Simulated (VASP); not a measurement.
Band structure of Nb (bcc). These are RPBE GGA, VASP's PBE PAW potentials (set 64) (plane waves; VASP) values and carry that method's errors.

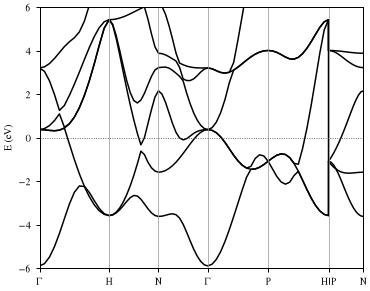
*Bands along high-symmetry lines, zero at the valence-band maximum or, without a gap, the Fermi level*

### Question
Read the plot: is there a gap, and where are the band edges?

### Answer
It has no gap at this level: it comes out as a metal or semimetal. (Edges off the drawn lines would not show.)

The compound is Nb in the bcc structure. It was relaxed first.
